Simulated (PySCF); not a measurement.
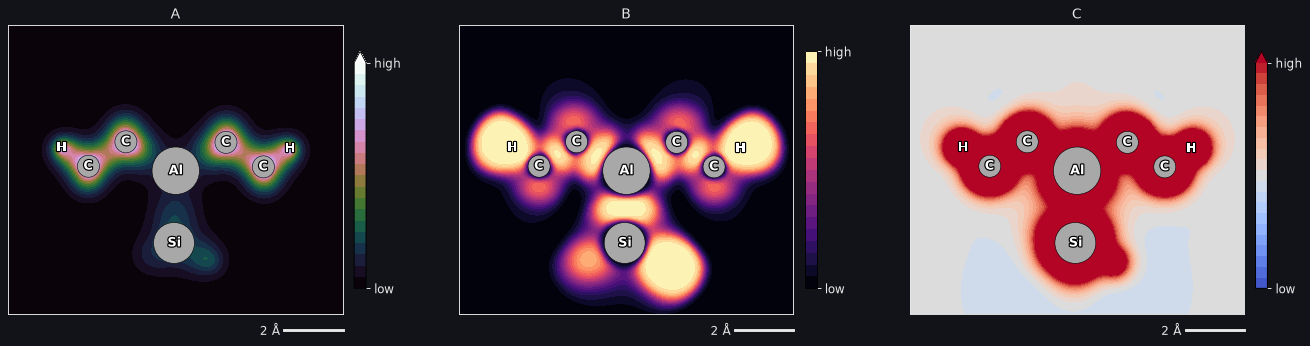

C4H13AlSi (SMILES C[CH2][Al]([SiH3])[CH2]C): 3 fields on the plane of atoms Al1, C9 and C10, with unlabelled colour scales. Grey discs cover the atomic cores.

Geometry: PBE0-D3(BJ)/def2-SVP.

Method: PySCF 2.14.0, CAM-B3LYP/def2-SVPD, SCF density, gas phase.

```xyz
19

Al    0.0690    0.1532   -0.0149
C     1.8797    0.3418    0.7379
C     2.5397   -0.9304    1.2683
H     1.8182    1.1075    1.5361
H     2.5150    0.8156   -0.0354
H     3.5331   -0.7406    1.7078
H     1.9299   -1.4137    2.0494
H     2.6772   -1.6806    0.4728
C    -0.8690    1.7164   -0.7617
C    -2.2821    1.4951   -1.2998
H    -0.2163    2.1365   -1.5520
H    -0.8714    2.4982    0.0227
H    -2.7341    2.4213   -1.6922
H    -2.2977    0.7569   -2.1179
H    -2.9618    1.1110   -0.5215
Si   -1.0138   -2.0647    0.0429
H    -0.0596   -3.1766   -0.2844
H    -2.1782   -2.1954   -0.8939
H    -1.5406   -2.3580    1.4203
```

**Which field does each panel show? The fields are: electron density, electron localisation function and electrostatic potential.**

Panel A: electron density. Panel B: electron localisation function. Panel C: electrostatic potential (strongly positive close to the atoms and fading to about zero outside). From the grid: C–C (1.53 Å): ρ is about 1.6 e/Å³ halfway; the ELF peaks at about 0.95 between the atoms: a shared electron pair. C–Al (1.97 Å): the density is about 0.73 e/Å³ at the midpoint; the ELF peaks at about 0.95 between the atoms: a shared but strongly polarised pair.
